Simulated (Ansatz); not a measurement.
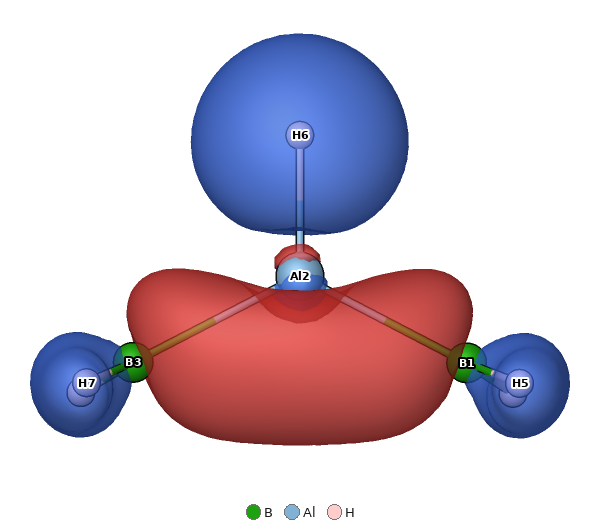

AlB2H5. The HOMO−1 at ±0.1 Å⁻³ᐟ² (blue and red are the two phases), seen across its widest extent.

Level of theory: Ansatz, UHF/6-31G.

The calculation's input:

```
crystal:
  periodic: [false, false, false]
  atoms:
    - { symbol: B, position_ang: [-1.22006, 0.86765, -1.22862] }
    - { symbol: Al, position_ang: [0.25405, 0.47943, 0.21858] }
    - { symbol: B, position_ang: [0.97613, -1.32505, 1.01921] }
    - { symbol: H, position_ang: [-0.62777, -0.5059, -0.57079] }
    - { symbol: H, position_ang: [-1.51389, 1.95345, -1.58785] }
    - { symbol: H, position_ang: [0.94475, 1.77559, 0.81159] }
    - { symbol: H, position_ang: [1.82502, -1.37912, 1.83825] }
    - { symbol: H, position_ang: [0.57745, -2.39092, 0.69664] }
magnetization:
  spin_polarized: true
basis:
  gaussian: { orbitals: "6-31G" }
hamiltonian:
  xc: hf
relax:
  f_tol: 0.02
  max_steps: 50
output:
  orbitals: {}
```

Command:

```sh
ansatz run input.yaml --threads 1 --pin off --max-ram 2048MiB --backend cpu --events-out ev --progress --plain --runs-dir out
```

The fields are those of the relaxed geometry.

**Where does this orbital lie, and at what energy?**

It lies mainly on Al2 (about 35 %), H6 (about 30 %), B3 (about 15 %) and B1 (about 15 %). Its energy is −10.46 eV.
